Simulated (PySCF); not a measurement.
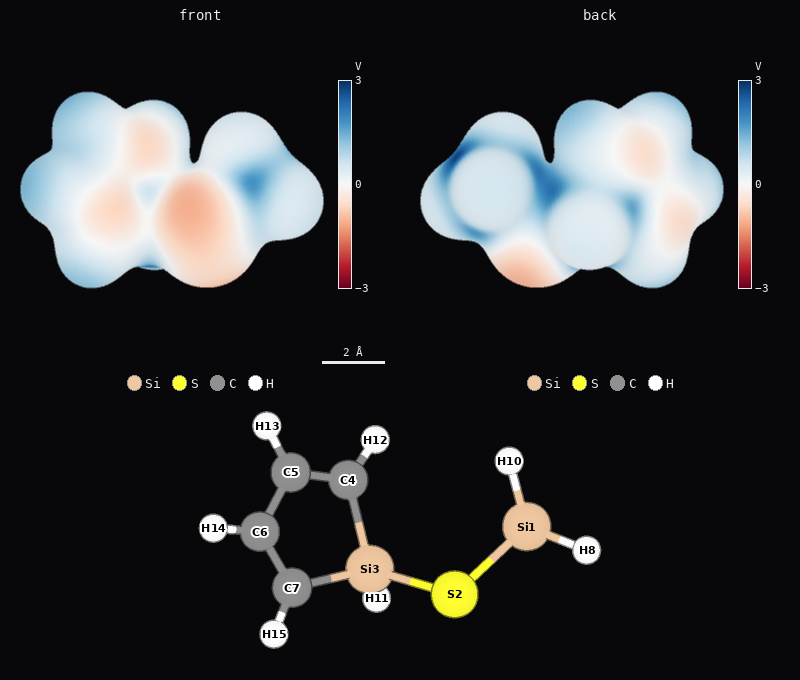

The picture shows: C4H8SSi2 (SMILES [SiH3]S[SiH]1C=CC=C1). The electrostatic potential painted on the density surface at 0.004 e/bohr³, seen from the front and from behind; red is negative and blue positive. The bare structure is drawn below in the same view.

Geometry: GFN2-xTB.

Theory: PySCF 2.14.0, CAM-B3LYP/def2-SVPD, SCF density, gas phase.

The calculation's input:

```
{"job": {"kind": "uv", "xc": "CAM-B3LYP", "basis": "def2-SVPD", "nstates": 8, "ntriplets": 3}, "charge": 0, "multiplicity": 1}
Si     3.020779    -0.172367     0.359477
S      1.548283    -1.376520    -0.632505
Si    -0.075860     0.010906    -0.937177
C     -0.606831     0.954219     0.604574
C     -1.849492     0.579463     0.928670
C     -2.470714    -0.420211     0.070779
C     -1.738059    -0.868069    -0.954811
H      4.197624    -1.022500     0.357953
H      3.206430     1.050584    -0.413146
H      2.551394     0.134682     1.705009
H      0.231538     0.852710    -2.090579
H     -0.052908     1.685483     1.168626
H     -2.397885     0.967412     1.775851
H     -3.472972    -0.759729     0.291456
H     -2.095740    -1.608073    -1.648404
```

Command:

```sh
OMP_NUM_THREADS=1 python probes_run.py task.json out
```

Where is the surface potential most negative and most positive?

Answer. The most negative region (about −1.0 V, or −23 kcal/mol for a unit charge) lies over S2, the most positive (about +2.5 V, or +58 kcal/mol for a unit charge) over Si1.
